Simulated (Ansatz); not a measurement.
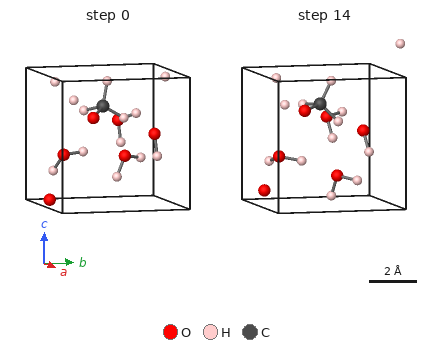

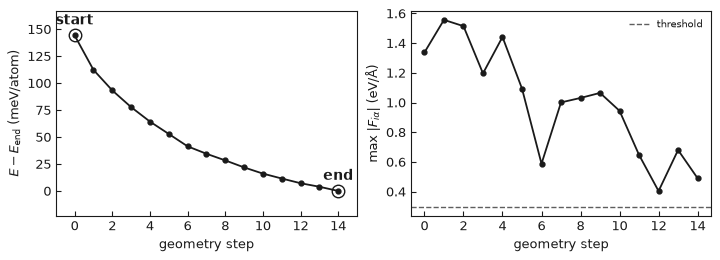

First and last geometry of a relaxation of an amorphous cell of composition H₁₂CO₅, with the history of the run. The picture is a ball-and-stick view of the cell of the calculation, seen slightly off an axis.

The cell holds 4 H2O + 1 CH3OH. The run prepares the start of a later molecular dynamics calculation, from a guessed geometry.

These are results of Ansatz 0.2.0, DFT LDA, scalar-relativistic, plane waves, PAW, not measurements. Set-up: plane-wave cutoff 420 eV; k-point mesh 1 × 1 × 1; occupations fermi dirac; smearing width 0.02 eV; no spin polarisation; atoms relaxed in a fixed cell; force threshold 0.3 eV/Å; at most 15 steps.

Did the run converge, and what did it change?

Answer. The relaxation stopped without meeting its thresholds, so the last structure isn't shown to be converged. It used up its limit of 15 steps. The atom that moves furthest is an H atom (1.65 Å roughly along [1 2 3]). By element the largest moves are H 1.65 Å, O 1.06 Å, C 0.46 Å. The cell doesn't change. Some distances before and after: H–O 0.969 → 1.020 Å, H–O 0.969 → 0.989 Å, C–H 1.090 → 1.108 Å, C–O 1.423 → 1.413 Å. Bond angles that change, for instance: H–O–H 104.0° → 108.7°, C–O–H 107.4° → 104.9°. After 14 geometry steps the energy has fallen by 144 meV per atom. Largest force component: 1.3 eV/Å at the start, 0.49 eV/Å at the end. The run took 14 s on 1 thread of Arm Neoverse V1, on a shared host, peak memory 0.28 GiB.

Limits of the set-up: the periodic images lie only 5.7 Å apart, so the values are limited by the cell's size.
